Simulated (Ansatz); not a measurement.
# BHOF2 (difluorohydroxyborane) at r2SCAN0/def2-SVPD

Aim: the vertical ionisation energy of BHOF2 (difluorohydroxyborane) at r2SCAN0/def2-SVPD, from 2 runs. 

The results are computed with Ansatz 0.2.0.

63 further runs of the same task are left out: 63 set aside as unsound or not needed.

### 1 The molecule

BHOF2 has 5 atoms, charge 0, and is taken as a singlet. As SMILES, `OB(F)F`. The coordinates come from a PBE0-D4/def2-TZVP relaxation.

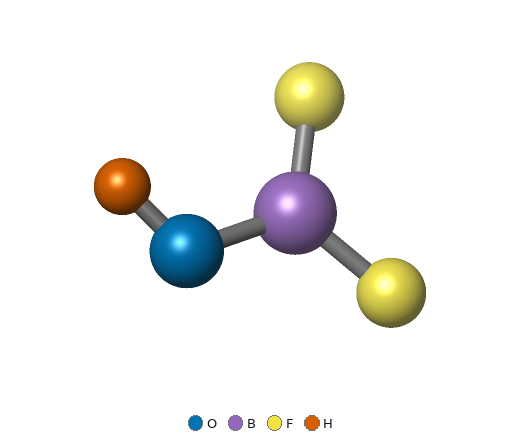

Viewed from a chosen angle; oxygen blue, boron purple, fluorine yellow, hydrogen orange.

### 2 A single-point energy at r2SCAN0/def2-SVPD

Input file job.yaml:

```yaml
crystal:
  periodic: [false, false, false]
  atoms:
    - {symbol: O, position_ang: [0.038630, 1.000750, 0.174310]}
    - {symbol: B, position_ang: [0.105760, -0.342460, 0.137210]}
    - {symbol: F, position_ang: [0.731030, -0.986880, 1.100700]}
    - {symbol: F, position_ang: [-0.439530, -1.051930, -0.843330]}
    - {symbol: H, position_ang: [-0.435890, 1.380520, -0.568880]}
basis:
  gaussian: {orbitals: def2-SVPD}
hamiltonian: {xc: {name: r2SCAN0}}
output: {orbitals: {seedname: orbitals}}
accuracy: high
```

The run is started by

```
$ ansatz run job.yaml --threads 1 --pin off --max-ram 3480MiB --events-out events.jsonl --progress --plain --runs-dir runs
```

Output:

```text
Warning: RAYON_NUM_THREADS=1 ignored (pool sized by the plan → 1); use --threads N
Functional definition: r2SCAN0
  name "r2SCAN0"
  parameter a = 0.25
  parameter k0 = 0.174
  parameter k1 = 0.065
  parameter a1 = 4.9479
  exchange = (1 - a)*r2scan_x(k0 = k0, k1 = k1, a1 = a1) + a*exact_x
  correlation = r2scan_c
1902 factors; integrals over basis functions are off by at most 3.2e-9 eV
mean field evaluation 1: about -8163.2508 eV, gradient 5.3e1 eV
mean field evaluation 2: about -8160.3736 eV, gradient 6.7e1 eV
mean field evaluation 4: about -8167.6088 eV, gradient 2.0e0 eV
mean field evaluation 8: about -8167.6215 eV, gradient 3.8e-2 eV
mean field evaluation 16: about -8167.6215 eV, gradient 9.8e-7 eV
mean field -8167.62153487 eV, -300.1545551938 hartree, gradient 2.0e-8 eV, S^2 0.000000; 0 other end points of the search recorded, 0 dependent functions left out
reference -8167.62153557 eV, -300.1545552196 hartree; 16, 16 occupied and 81, 81 virtual orbitals, 1902 factors
Total energy: -8167.62153557 eV, -300.1545552196 hartree
```

Wall time 9.3 s (1 thread of Arm Neoverse V2, shared host); peak memory 0.31 GiB.

### 3 The doublet cation

Input file molecule.yaml:

```yaml
crystal:
  periodic: [false, false, false]
  atoms:
    - {symbol: O, position_ang: [0.038630, 1.000750, 0.174310]}
    - {symbol: B, position_ang: [0.105760, -0.342460, 0.137210]}
    - {symbol: F, position_ang: [0.731030, -0.986880, 1.100700]}
    - {symbol: F, position_ang: [-0.439530, -1.051930, -0.843330]}
    - {symbol: H, position_ang: [-0.435890, 1.380520, -0.568880]}
basis:
  gaussian:
    orbitals: def2-SVPD
total_charge: 1
magnetization:
  spin_polarized: true
  initial_magnetization: 1
hamiltonian:
  xc: {name: r2SCAN0}
accuracy: high
output:
  orbitals: {seedname: orbitals}
```

The run is started by

```
$ ansatz run molecule.yaml --threads 1 --pin off --max-ram 3480MiB --events-out events.jsonl --progress --plain --runs-dir runs
```

Output:

```text
Warning: RAYON_NUM_THREADS=1 ignored (pool sized by the plan → 1); use --threads N
[... 8 set-up lines as earlier in the session ...]
1902 factors; integrals over basis functions are off by at most 3.2e-9 eV
mean field evaluation 1: about -8146.2058 eV, gradient 5.0e1 eV
mean field evaluation 2: about -8128.7170 eV, gradient 8.5e1 eV
mean field evaluation 4: about -8153.4441 eV, gradient 6.0e0 eV
mean field evaluation 8: about -8153.7341 eV, gradient 1.0e0 eV
mean field evaluation 16: about -8153.7379 eV, gradient 2.4e-3 eV
mean field evaluation 32: about -8153.7379 eV, gradient 1.7e-6 eV
mean field -8153.73785809 eV, -299.6443394828 hartree, gradient 9.3e-8 eV, S^2 0.757633; 4 other end points of the search recorded, 0 dependent functions left out
reference -8153.73786462 eV, -299.6443397227 hartree; 16, 15 occupied and 81, 82 virtual orbitals, 1902 factors
Total energy: -8153.73786462 eV, -299.6443397227 hartree
```

Run time: 34 s. Hardware: 1 thread of Arm Neoverse V2, shared host; peak memory 0.48 GiB.

### 4 Summary of results

Level: r2SCAN0/def2-SVPD.

| quantity | value |
| --- | --- |
| singlet BHOF2: total energy | -300.15456 Eh |
| singlet BHOF2: HOMO energy | -11.21 eV |
| singlet BHOF2: LUMO energy | 0.33 eV |
| singlet BHOF2: HOMO–LUMO gap | 11.54 eV |
| doublet cation: total energy | -299.64434 Eh |
| doublet cation: HOMO energy (highest over α and β) | -19.61 eV |
| doublet cation: LUMO energy (lowest over α and β) | -16.45 eV |
| doublet cation: ⟨S²⟩ | 0.758 |
| vertical ionisation energy (to the doublet cation) | 13.884 eV |

What this shows: Removing an electron at fixed nuclei costs 13.88 eV (320 kcal/mol). −ε(HOMO) before ionisation, 11.21 eV, is 2.68 eV below this ionisation energy.
